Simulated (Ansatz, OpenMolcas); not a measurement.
# SiH3 (silyl radical): the energy, rung by rung

SiH3 has 4 atoms, charge 0, and is taken as a doublet. As SMILES, `[SiH3]`. Geometry: relaxed at GFN2-xTB.

```xyz
4

Si    0.2066   -0.0189   -0.1151
H     0.5871    0.6618    1.1056
H    -0.1950   -1.4016    0.0434
H    -0.5987    0.7587   -1.0339
```

Quantity: the energy change with the Si1–H2 bond stretched from 1.449 to 1.811 Å, in eV. The values are calculated.

```json
{"level": "U-r2SCAN/3-21G", "kind": "meta-GGA", "program": "Ansatz", "value (eV)": "0.55", "less FCI/3-21G": "+0.09"}
{"level": "UCAM-B3LYP/3-21G", "kind": "range-separated hybrid", "program": "Ansatz", "value (eV)": "0.59", "less FCI/3-21G": "+0.13"}
{"level": "UMP2/3-21G", "kind": "perturbation theory", "program": "Ansatz", "value (eV)": "0.56", "less FCI/3-21G": "+0.10"}
{"level": "UBCCD(T)/3-21G", "kind": "coupled cluster or CI", "program": "Ansatz", "value (eV)": "0.47", "less FCI/3-21G": "+0.01"}
{"level": "UCCSD(T)/3-21G", "kind": "coupled cluster or CI", "program": "Ansatz", "value (eV)": "0.47", "less FCI/3-21G": "+0.01"}
{"level": "UCCSDT/3-21G", "kind": "coupled cluster or CI", "program": "Ansatz", "value (eV)": "0.46", "less FCI/3-21G": "0.00"}
{"level": "UCCSDTQ/3-21G", "kind": "coupled cluster or CI", "program": "Ansatz", "value (eV)": "0.46", "less FCI/3-21G": "0.00"}
{"level": "FCI/STO-3G", "kind": "exact in the basis", "program": "OpenMolcas", "value (eV)": "1.04", "less FCI/3-21G": "+0.58"}
{"level": "FCI/3-21G", "kind": "exact in the basis", "program": "Ansatz", "value (eV)": "0.46", "less FCI/3-21G": "0.00"}
```

FCI/3-21G is exact within its basis and frozen core, so for wave-function methods in that basis the difference is their error; functionals converge differently with the basis, so for them it is only a difference. The first shape isn't each level's own minimum. The values span 0.46 to 1.04 eV. All rows use very small basis sets, so even the best lies far from the true value.

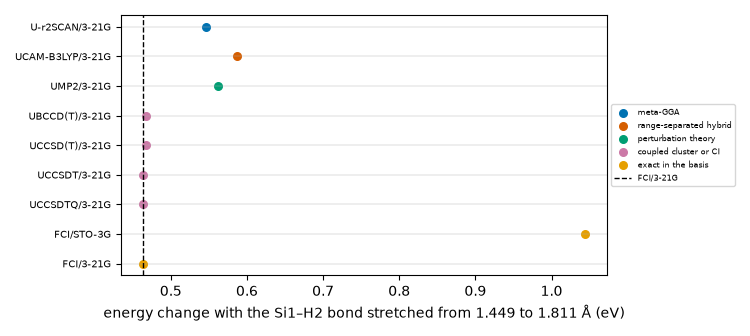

The values of the table, level by level.
